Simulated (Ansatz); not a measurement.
The figure comes from a scan of Ge (diamond): a phonon pattern at L = (0.5, 0.0, 0.0) is frozen into a 4-atom cell, Q being the largest atomic displacement. These are r2SCAN (plane waves to 500 eV, PAW, scalar-relativistic; Ansatz, an electronic-structure program) values and carry that method's errors. k mesh 5×10×10 (Γ-centred), Fermi-Dirac smearing 0.05 eV. Energies are smeared free energies. As the smearing reaches across the gap at some points, energies and forces of such displacements shift with the k mesh and the smearing. Ge was relaxed with its symmetry unable to fall. The PAW data are Ansatz's earlier set. ΔE is measured from the undisplaced structure.

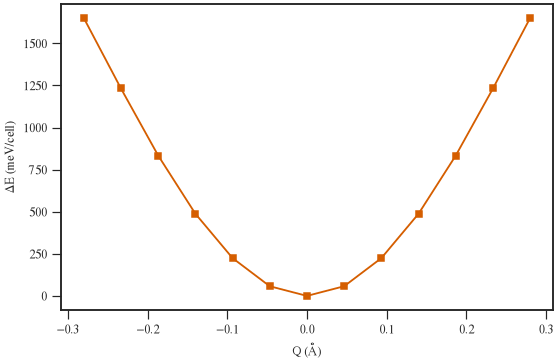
Fig. 1. ΔE (meV/cell) against Q (Å); markers are the computed points, lines only join them.

### Question
Turn the plot into a table (rounded to what can be read).

### Answer
To the nearest 50:

```json
[
 {"Q (Å)": "-0.280", "ΔE (meV/cell)": "1650"},
 {"Q (Å)": "-0.233", "ΔE (meV/cell)": "1250"},
 {"Q (Å)": "-0.187", "ΔE (meV/cell)": "850"},
 {"Q (Å)": "-0.140", "ΔE (meV/cell)": "500"},
 {"Q (Å)": "-0.093", "ΔE (meV/cell)": "200"},
 {"Q (Å)": "-0.047", "ΔE (meV/cell)": "50"},
 {"Q (Å)": "0.000", "ΔE (meV/cell)": "0"},
 {"Q (Å)": "0.047", "ΔE (meV/cell)": "50"},
 {"Q (Å)": "0.093", "ΔE (meV/cell)": "200"},
 {"Q (Å)": "0.140", "ΔE (meV/cell)": "500"},
 {"Q (Å)": "0.187", "ΔE (meV/cell)": "850"},
 {"Q (Å)": "0.233", "ΔE (meV/cell)": "1250"},
 {"Q (Å)": "0.280", "ΔE (meV/cell)": "1650"}
]
```

(A displaced cell: forces are minus the slopes of the energy, force constants its curvatures, and phonons follow from these.)
